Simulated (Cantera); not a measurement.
A closed system holds: 1 mol TiO₂, 0.99 mol C, 0.011 mol CO, 2.4 mol CH₄, held at 1.00 bar.

Equilibrium computed with Cantera from the NASA thermochemical tables; the gas is ideal and each condensed phase is pure. Candidate condensed phases: C, C₆H₆, C₇H₈, C₈H₁₈, H₂O, Ti, TiC, TiO, TiO₂, Ti₂O₃, Ti₃O₅, Ti₄O₇; 113 gas species. Mutual solubility and eutectic melting of coexisting phases are not modelled. TiC: taken at fixed stoichiometry. Condensed phases not in the tables: Magnéli phases beyond Ti₄O₇. Equilibrium is a limit: real reactors are often held back by kinetics, nucleation or transport.

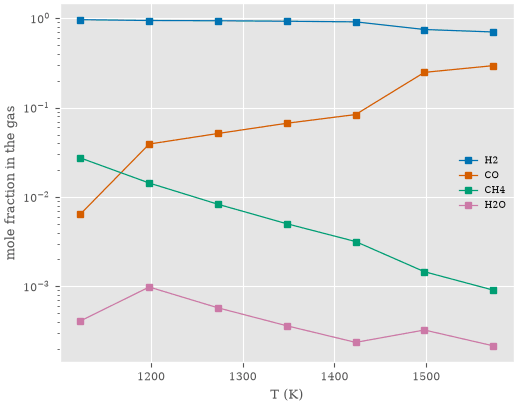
*Equilibrium gas composition (values under 1e-9 drawn at 1e-9)*

From 1123 K to 1198 K the condensed part is C(graphite) + TiO₂(rutile) + Ti₄O₇(s). At 1273 K the condensed part is C(graphite) + Ti₄O₇(s). At 1348 K the condensed part is C(graphite) + Ti₃O₅(s). From 1423 K to 1498 K the condensed part is C(graphite) + TiC(s) + Ti₃O₅(s). At 1573 K the condensed part is C(graphite) + TiC(s).
